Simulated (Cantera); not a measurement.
Charge: 1 mol SiHCl₃, a varied amount of H₂, at 1073.15 K and 2.80 mbar.

Equilibrium computed with Cantera from the NASA thermochemical tables; the gas is ideal and each condensed phase is pure. Candidate condensed phases: Si; 19 gas species. The tables' values for SiCl₃ are old estimates; treat these amounts as uncertain. The numbers say what is thermodynamically allowed, not how fast it happens.

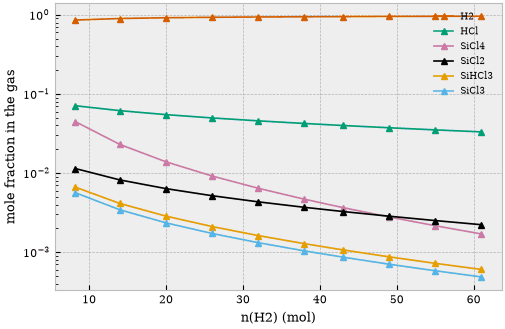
*Equilibrium gas composition (values under 1e-9 drawn at 1e-9)*

From 8.2 mol H₂ to 61 mol H₂ the condensed part is Si(s). The main Si-bearing gas is SiCl₄ at 8.2 mol H₂ and SiCl₂ at 61 mol H₂. The share of Si in condensed phases is highest at 61 mol H₂ (68.3 %) and lowest at 8.2 mol H₂ (33.6 %).
